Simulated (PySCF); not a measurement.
# CH₈BNO: NMR shifts at several levels of theory, part 2 of 2

PySCF 2.14.0. Atoms count from 0. Earlier steps stand in the parts before.

### 8 Shielding tensors: KT2/pcSseg-2

What the job is given:

```
{"job": {"kind": "nmr", "xc": "KT2", "basis": "pcSseg-2", "pop": false}, "charge": 0, "multiplicity": 1}
C      1.658219     0.471223     0.117041
O      0.800796    -0.141642    -0.781634
B     -0.297467    -0.890824    -0.271656
N     -1.538916     0.219808    -0.016094
H      2.529465     0.881602    -0.420799
H      2.031770    -0.228399     0.890348
H      1.192812     1.325420     0.661116
H     -0.787291    -1.640591    -1.109658
H     -0.139075    -1.399894     0.841666
H     -2.398615    -0.252935     0.263471
H     -1.712268     0.722631    -0.887540
H     -1.303183     0.905795     0.701981
```

Method: GIAO KT2/pcSseg-2 NMR shielding, non-relativistic, gas phase.

Output:

```text
coarse grid: 9280 points
cycle   1  E = -200.8106870361  dE =  2.278e-01  |g| = 8.489e-01  |ddm| = 1.974e+00
cycle   2  E = -198.6628205331  dE =  2.148e+00  |g| = 2.688e+00  |ddm| = 9.391e+00
cycle   3  E = -200.9456134378  dE = -2.283e+00  |g| = 3.163e-01  |ddm| = 9.303e+00
cycle   4  E = -200.9593965873  dE = -1.378e-02  |g| = 2.218e-01  |ddm| = 3.284e-01
cycle   5  E = -200.9694653445  dE = -1.007e-02  |g| = 4.268e-02  |ddm| = 1.410e-01
cycle   6  E = -200.9698414421  dE = -3.761e-04  |g| = 1.029e-02  |ddm| = 3.462e-02
cycle   7  E = -200.9698666615  dE = -2.522e-05  |g| = 3.407e-03  |ddm| = 1.117e-02
cycle   8  E = -200.9698695112  dE = -2.850e-06  |g| = 9.094e-04  |ddm| = 3.226e-03
final grid: 87592 points
cycle   9  E = -200.9810593263  dE = -3.592e-04  |g| = 6.967e-03  |ddm| = 9.555e-02
cycle  10  E = -200.9810498388  dE =  9.488e-06  |g| = 8.970e-03  |ddm| = 1.081e-02
cycle  11  E = -200.9810686608  dE = -1.882e-05  |g| = 1.385e-03  |ddm| = 6.575e-03
cycle  12  E = -200.9810688845  dE = -2.237e-07  |g| = 8.176e-04  |ddm| = 1.178e-03
cycle  13  E = -200.9810690411  dE = -1.566e-07  |g| = 2.068e-04  |ddm| = 7.993e-04
cycle  14  E = -200.9810690490  dE = -7.894e-09  |g| = 5.435e-05  |ddm| = 1.595e-04
cycle  15  E = -200.9810690495  dE = -5.199e-10  |g| = 1.137e-05  |ddm| = 3.247e-05
converged SCF energy = -200.9810690495

GIAO shielding tensors (ppm)
atom      isotropic    diamagn.    paramagn.     s11        s22        s33       span
  0 C      122.875     239.324    -116.449     84.734    103.632    180.259     95.525
  1 O      286.701     386.337     -99.635    204.848    306.475    348.781    143.933
  2 B      100.583     188.520     -87.937     90.850     94.487    116.412     25.561
  3 N      216.044     309.182     -93.138    194.765    215.687    237.680     42.914
  4 H       27.386      28.022      -0.637     23.849     25.354     32.954      9.105
  5 H       27.761      28.922      -1.162     24.655     25.686     32.941      8.286
  6 H       27.636      30.703      -3.067     23.277     25.900     33.729     10.452
  7 H       27.902      29.135      -1.233     24.782     28.356     30.568      5.786
  8 H       27.914      29.819      -1.906     25.195     28.534     30.013      4.818
  9 H       29.092      28.993       0.099     24.016     25.048     38.212     14.196
 10 H       29.211      29.974      -0.763     24.775     25.367     37.492     12.718
 11 H       27.990      31.005      -3.016     21.518     26.183     36.268     14.750
```

Run time: 28 s. Hardware: 1 thread of Arm Neoverse V2, shared host; peak memory 0.74 GiB.

In short: δ C0 59.4, O1 37.7, B2 -2.3, N3 44.1, H4 3.58, H7 3.27 ppm (means over like atoms).

### 9 Nuclear shieldings: KT3/pcSseg-2

Settings changed since step 8:

```diff
@@ -1,2 +1,2 @@
-{"job": {"kind": "nmr", "xc": "KT2", "basis": "pcSseg-2", "pop": false}, "charge": 0, "multiplicity": 1}
+{"job": {"kind": "nmr", "xc": "KT3", "basis": "pcSseg-2", "pop": false}, "charge": 0, "multiplicity": 1}
 C      1.658219     0.471223     0.117041
```

Level: GIAO KT3/pcSseg-2 NMR shielding, non-relativistic, gas phase.

Output:

```text
coarse grid: 9280 points
cycle   1  E = -200.6009657563  dE =  2.077e-01  |g| = 8.457e-01  |ddm| = 1.967e+00
cycle   2  E = -198.1870886100  dE =  2.414e+00  |g| = 2.769e+00  |ddm| = 1.204e+01
cycle   3  E = -200.7361625029  dE = -2.549e+00  |g| = 3.233e-01  |ddm| = 1.195e+01
cycle   4  E = -200.7499249229  dE = -1.376e-02  |g| = 2.308e-01  |ddm| = 3.333e-01
cycle   5  E = -200.7609202149  dE = -1.100e-02  |g| = 4.426e-02  |ddm| = 1.572e-01
cycle   6  E = -200.7613270853  dE = -4.069e-04  |g| = 9.831e-03  |ddm| = 3.536e-02
cycle   7  E = -200.7613503722  dE = -2.329e-05  |g| = 3.161e-03  |ddm| = 1.103e-02
cycle   8  E = -200.7613527801  dE = -2.408e-06  |g| = 8.178e-04  |ddm| = 2.873e-03
final grid: 87592 points
cycle   9  E = -200.7698073252  dE = -3.398e-04  |g| = 8.394e-03  |ddm| = 7.585e-02
cycle  10  E = -200.7697775072  dE =  2.982e-05  |g| = 1.526e-02  |ddm| = 1.410e-02
cycle  11  E = -200.7698180927  dE = -4.059e-05  |g| = 1.475e-03  |ddm| = 1.078e-02
cycle  12  E = -200.7698184810  dE = -3.883e-07  |g| = 6.790e-04  |ddm| = 2.075e-03
cycle  13  E = -200.7698186054  dE = -1.245e-07  |g| = 1.180e-04  |ddm| = 6.597e-04
cycle  14  E = -200.7698186081  dE = -2.688e-09  |g| = 4.694e-05  |ddm| = 1.097e-04
cycle  15  E = -200.7698186086  dE = -5.233e-10  |g| = 7.288e-06  |ddm| = 4.005e-05
converged SCF energy = -200.7698186086

GIAO shielding tensors (ppm)
atom      isotropic    diamagn.    paramagn.     s11        s22        s33       span
  0 C      122.625     239.516    -116.891     86.236    103.186    178.453     92.217
  1 O      284.873     388.542    -103.669    208.949    302.729    342.940    133.991
  2 B      100.631     189.835     -89.204     91.259     95.086    115.550     24.291
  3 N      214.406     308.525     -94.118    194.525    214.261    234.433     39.908
  4 H       27.644      27.959      -0.314     24.129     25.641     33.163      9.034
  5 H       27.965      28.988      -1.023     24.919     25.876     33.101      8.182
  6 H       27.888      31.016      -3.128     23.613     26.184     33.866     10.253
  7 H       28.214      29.538      -1.324     25.130     28.650     30.860      5.730
  8 H       28.223      30.672      -2.449     25.536     28.842     30.290      4.754
  9 H       29.213      28.679       0.534     24.203     25.195     38.241     14.038
 10 H       29.323      29.873      -0.550     24.923     25.550     37.496     12.572
 11 H       28.136      31.042      -2.906     21.744     26.323     36.340     14.596
```

Wall time 29 s (1 thread of Arm Neoverse V2, shared host); peak memory 0.74 GiB.

In short: δ C0 58.7, O1 38.9, B2 -2.0, N3 44.3, H4 3.52, H7 3.14 ppm (means over like atoms).

### 10 Nuclear shieldings: B97-D/pcSseg-2

Settings changed since step 9:

```diff
@@ -1,2 +1,2 @@
-{"job": {"kind": "nmr", "xc": "KT3", "basis": "pcSseg-2", "pop": false}, "charge": 0, "multiplicity": 1}
+{"job": {"kind": "nmr", "xc": "B97-D", "basis": "pcSseg-2", "pop": false}, "charge": 0, "multiplicity": 1}
 C      1.658219     0.471223     0.117041
```

With the program's defaults for keys left out, this is: GIAO B97-D/pcSseg-2 NMR shielding, non-relativistic, gas phase.

Output:

```text
coarse grid: 9280 points
cycle   1  E = -197.5784420067  dE =  1.937e-01  |g| = 8.447e-01  |ddm| = 2.044e+00
cycle   2  E = -195.3467512899  dE =  2.232e+00  |g| = 2.712e+00  |ddm| = 1.200e+01
cycle   3  E = -197.7076041892  dE = -2.361e+00  |g| = 3.323e-01  |ddm| = 1.192e+01
cycle   4  E = -197.7225899242  dE = -1.499e-02  |g| = 2.309e-01  |ddm| = 3.185e-01
cycle   5  E = -197.7331055118  dE = -1.052e-02  |g| = 4.804e-02  |ddm| = 1.466e-01
cycle   6  E = -197.7335774512  dE = -4.719e-04  |g| = 1.058e-02  |ddm| = 3.739e-02
cycle   7  E = -197.7336052476  dE = -2.780e-05  |g| = 3.357e-03  |ddm| = 1.149e-02
cycle   8  E = -197.7336078529  dE = -2.605e-06  |g| = 7.690e-04  |ddm| = 2.909e-03
final grid: 87592 points
cycle   9  E = -197.7327641779  dE = -1.691e-04  |g| = 7.276e-03  |ddm| = 4.355e-02
cycle  10  E = -197.7327440194  dE =  2.016e-05  |g| = 1.250e-02  |ddm| = 1.078e-02
cycle  11  E = -197.7327734137  dE = -2.939e-05  |g| = 1.683e-03  |ddm| = 7.497e-03
cycle  12  E = -197.7327738427  dE = -4.290e-07  |g| = 6.697e-04  |ddm| = 1.376e-03
cycle  13  E = -197.7327739285  dE = -8.576e-08  |g| = 1.311e-04  |ddm| = 4.897e-04
cycle  14  E = -197.7327739323  dE = -3.826e-09  |g| = 4.054e-05  |ddm| = 1.484e-04
cycle  15  E = -197.7327739327  dE = -4.080e-10  |g| = 9.002e-06  |ddm| = 3.738e-05
converged SCF energy = -197.7327739327

GIAO shielding tensors (ppm)
atom      isotropic    diamagn.    paramagn.     s11        s22        s33       span
  0 C      118.918     240.115    -121.197     81.911     99.305    175.538     93.628
  1 O      291.566     390.492     -98.926    215.998    309.846    348.853    132.855
  2 B       98.708     188.759     -90.051     88.907     92.580    114.637     25.730
  3 N      213.743     309.496     -95.753    193.658    212.832    234.738     41.080
  4 H       27.610      28.331      -0.721     24.108     25.604     33.119      9.012
  5 H       27.916      29.023      -1.106     24.845     25.848     33.056      8.211
  6 H       27.871      30.926      -3.054     23.663     26.104     33.847     10.184
  7 H       28.230      29.822      -1.592     25.119     28.749     30.822      5.703
  8 H       28.258      30.730      -2.472     25.506     28.949     30.318      4.812
  9 H       29.295      28.757       0.538     24.342     25.225     38.317     13.975
 10 H       29.362      30.035      -0.673     24.942     25.615     37.528     12.586
 11 H       28.220      31.250      -3.031     21.938     26.400     36.320     14.382
```

It took 28 s on 1 thread of Arm Neoverse V2, shared host; peak memory 0.9 GiB.

This run: δ C0 60.1, O1 33.6, B2 -2.4, N3 44.2, H4 3.60, H7 3.15 ppm (means over like atoms).

### 11 Nuclear shieldings: B3LYP/pcSseg-2

Settings changed since step 10:

```diff
@@ -1,2 +1,2 @@
-{"job": {"kind": "nmr", "xc": "B97-D", "basis": "pcSseg-2", "pop": false}, "charge": 0, "multiplicity": 1}
+{"job": {"kind": "nmr", "xc": "B3LYP", "basis": "pcSseg-2", "pop": false}, "charge": 0, "multiplicity": 1}
 C      1.658219     0.471223     0.117041
```

With the program's defaults for keys left out, this is: GIAO B3LYP/pcSseg-2 NMR shielding, non-relativistic, gas phase.

Output:

```text
coarse grid: 9280 points
cycle   1  E = -197.7524236698  dE =  2.244e-01  |g| = 7.615e-01  |ddm| = 2.015e+00
cycle   2  E = -197.3771233363  dE =  3.753e-01  |g| = 1.534e+00  |ddm| = 2.903e+00
cycle   3  E = -197.8708241395  dE = -4.937e-01  |g| = 1.356e-01  |ddm| = 2.581e+00
cycle   4  E = -197.8733365619  dE = -2.512e-03  |g| = 7.620e-02  |ddm| = 1.148e-01
cycle   5  E = -197.8745373260  dE = -1.201e-03  |g| = 1.829e-02  |ddm| = 5.056e-02
cycle   6  E = -197.8746040267  dE = -6.670e-05  |g| = 4.114e-03  |ddm| = 1.298e-02
cycle   7  E = -197.8746081295  dE = -4.103e-06  |g| = 7.563e-04  |ddm| = 3.689e-03
final grid: 87592 points
cycle   8  E = -197.8772245677  dE = -9.298e-05  |g| = 5.603e-03  |ddm| = 2.972e-02
cycle   9  E = -197.8772203672  dE =  4.200e-06  |g| = 7.086e-03  |ddm| = 7.527e-03
cycle  10  E = -197.8772312851  dE = -1.092e-05  |g| = 4.686e-04  |ddm| = 4.324e-03
cycle  11  E = -197.8772313048  dE = -1.975e-08  |g| = 3.268e-04  |ddm| = 3.693e-04
cycle  12  E = -197.8772313252  dE = -2.043e-08  |g| = 5.570e-05  |ddm| = 1.694e-04
cycle  13  E = -197.8772313257  dE = -4.158e-10  |g| = 2.609e-05  |ddm| = 5.063e-05
converged SCF energy = -197.8772313257

GIAO shielding tensors (ppm)
atom      isotropic    diamagn.    paramagn.     s11        s22        s33       span
  0 C      119.667     236.636    -116.968     82.685    100.638    175.679     92.993
  1 O      298.341     389.525     -91.184    223.101    316.343    355.578    132.477
  2 B       98.467     185.524     -87.057     88.774     92.553    114.074     25.300
  3 N      213.782     308.369     -94.587    192.130    213.866    235.350     43.220
  4 H       27.669      28.535      -0.866     24.083     25.685     33.240      9.156
  5 H       28.000      28.865      -0.864     24.930     25.903     33.169      8.239
  6 H       28.027      30.527      -2.500     23.846     26.338     33.898     10.053
  7 H       28.283      29.626      -1.344     25.113     28.754     30.981      5.868
  8 H       28.329      30.087      -1.758     25.561     28.973     30.455      4.895
  9 H       29.257      28.878       0.379     24.279     24.986     38.507     14.228
 10 H       29.281      29.934      -0.653     24.705     25.500     37.639     12.934
 11 H       28.235      31.066      -2.831     21.990     26.314     36.402     14.412
```

It took 20 s on 1 thread of Arm Neoverse V2, shared host; peak memory 0.89 GiB.

Key values: δ C0 59.5, O1 27.5, B2 -2.1, N3 44.7, H4 3.49, H7 3.08 ppm (means over like atoms).

### 12 Comparing the runs: NMR shifts

Shifts (ppm), means over like atoms, with basis size and wall time:

| run | C0 | H4 | H7 | H9 | O1 | B2 | N3 | functions | time |
| --- | --- | --- | --- | --- | --- | --- | --- | --- | --- |
| HF/pcSseg-2 | 52.9 | 3.07 | 2.76 | 2.63 | -9.4 | 0.2 | 35.5 | 256 | 9.4 s |
| LDA/pcSseg-2 | 61.8 | 3.70 | 3.40 | 2.40 | 38.7 | -3.9 | 48.2 | 256 | 22 s |
| PBE/pcSseg-2 | 60.9 | 3.63 | 3.28 | 2.40 | 38.9 | -3.7 | 46.6 | 256 | 28 s |
| BLYP/pcSseg-2 | 61.2 | 3.68 | 3.21 | 2.44 | 42.8 | -2.7 | 48.1 | 256 | 30 s |
| BP86/pcSseg-2 | 61.0 | 3.61 | 3.26 | 2.39 | 34.8 | -3.7 | 44.9 | 256 | 29 s |
| OPBE/pcSseg-2 | 59.1 | 3.48 | 3.22 | 2.42 | 33.5 | -3.9 | 43.8 | 256 | 30 s |
| KT2/pcSseg-2 | 59.4 | 3.58 | 3.27 | 2.41 | 37.7 | -2.3 | 44.1 | 256 | 28 s |
| KT3/pcSseg-2 | 58.7 | 3.52 | 3.14 | 2.46 | 38.9 | -2.0 | 44.3 | 256 | 29 s |
| B97-D/pcSseg-2 | 60.1 | 3.60 | 3.15 | 2.44 | 33.6 | -2.4 | 44.2 | 256 | 28 s |
| B3LYP/pcSseg-2 | 59.5 | 3.49 | 3.08 | 2.46 | 27.5 | -2.1 | 44.7 | 256 | 20 s |

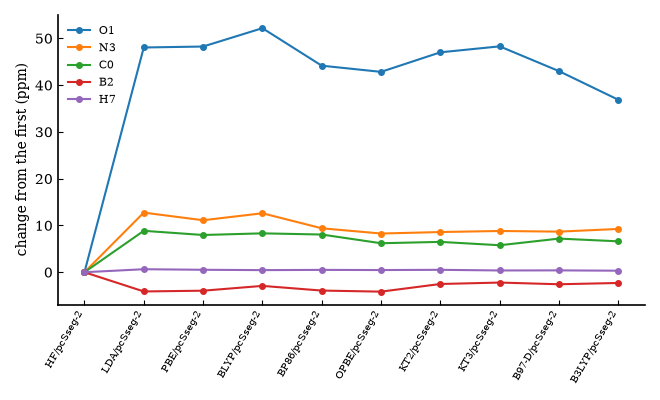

How five of the tabulated atoms move from run to run.

### 13 Summary of results

The summary covers parts 1 to 2.

```
                                                            quantity                 value
                                13C shifts against TMS (HF/pcSseg-2)              52.9 ppm
1H shifts against TMS (HF/pcSseg-2, means over atoms taken as alike)  3.07, 2.76, 2.63 ppm
                                17O shifts against H2O (HF/pcSseg-2)              -9.4 ppm
                           11B shifts against BF3·OEt2 (HF/pcSseg-2)               0.2 ppm
                                15N shifts against NH3 (HF/pcSseg-2)              35.5 ppm
                                            range of the shift of O1      -9.4 to 42.8 ppm
```

Single values in the summary come from the first run of each kind that ended normally (HF/pcSseg-2), which need not be the best level. H4, H5, H6 (mean) (hydrogen on a methyl carbon bonded to O) lies farthest downfield among hydrogen, at 3.07 ppm; its carbon carries O, an electronegative neighbour. At HF/pcSseg-2: The largest span, 109 ppm, is at O1, where the paramagnetic term is -55 ppm. In ppm, O1 moves most: its shift spreads over 52.2 ppm, from -9.4 (HF/pcSseg-2) to 42.8 (BLYP/pcSseg-2).
